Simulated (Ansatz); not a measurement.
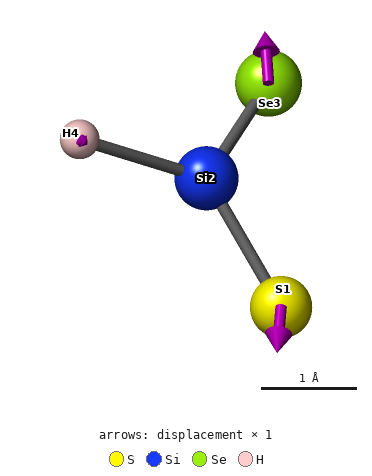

This is a relaxation of SiHSeS (charge −1). The starting structure is drawn; purple arrows show the displacements, at their true length. The two geometries are superimposed by the best rigid fit.

The picture is a ball-and-stick view, seen at a tilt.

It is one of the separated reactants of a reaction.

Computed with RKS PBE-D4/def2-SVPD (Ansatz 0.2.0). Set-up: force threshold 0.03 eV/Å; at most 250 steps.

What did the optimiser do to the structure, and how much energy did it gain?

Answer. Over 5 geometry steps the energy falls by 293.0 kcal/mol. Largest force component: 35 eV/Å at the start, 0.026 eV/Å at the end. Se3 moves most after the best rigid fit: 0.62 Å. By element the largest moves are Se 0.62 Å, S 0.58 Å, H 0.11 Å, Si 0.01 Å. Some distances before and after: S1–Se3 2.667 → 3.854 Å, Si2–Se3 1.616 → 2.166 Å, S1–Si2 1.575 → 2.030 Å, Si2–H4 1.620 → 1.519 Å. Bond angles that change, for instance: S1–Si2–Se3 113.4° → 133.5°, S1–Si2–H4 125.5° → 113.7°, Se3–Si2–H4 121.2° → 112.9°. The run took 9 s on 2 threads of Arm Neoverse V2, with other jobs on the host.
